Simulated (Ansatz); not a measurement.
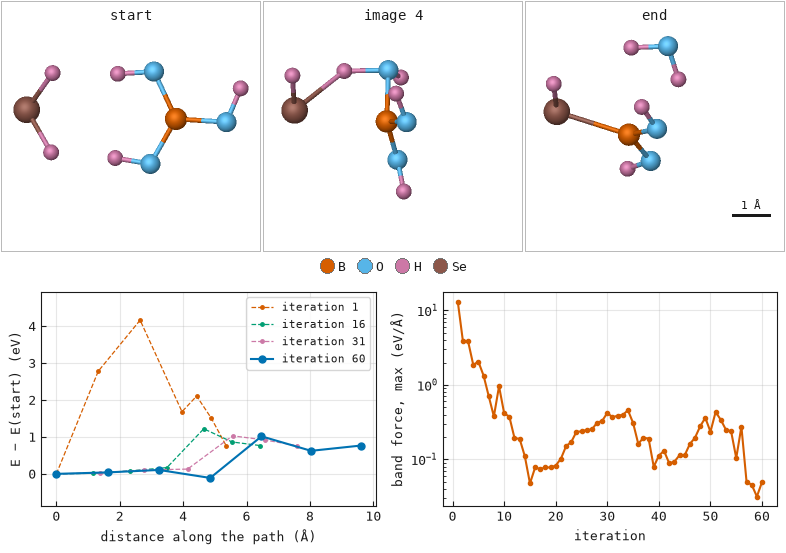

NEB run on BH5SeO3, made up of BH3O3 and H2Se. Images are numbered from 0 (start) to 6 (end). The plot follows the band through its iterations. The picture is a ball-and-stick view, seen at a tilt.

Level of theory: Ansatz, RKS PBE/def2-SVP. Run with 5 movable images; climbing image; force threshold 0.03 eV/Å; iteration limit 60; starting path through a guess of the saddle point.

### How did the profile develop, and is the result final?

The result isn't final. The band hadn't converged when the run stopped after 60 iterations. The largest component of the band force went from 13 to 0.05 eV/Å. The barrier read from it is provisional, though the highest image hardly moved in the last two iterations. The first iteration put the highest image at 4.16 eV. Relative to the start the highest point is image 4 at +1.02 eV and the end lies at +0.77 eV, but the profile dips to −0.11 eV at image 3 on the way, so there may be more than one step; on an unconverged band the side maxima are provisional.

Limits of the set-up: the start holds two separate molecules, 2.5 Å apart at their closest, whose relative position is a soft coordinate and is computed without a dispersion correction.

The run took 9.8 min on 2 threads of Arm Neoverse V1 (shared host), peak memory 0.17 GiB.
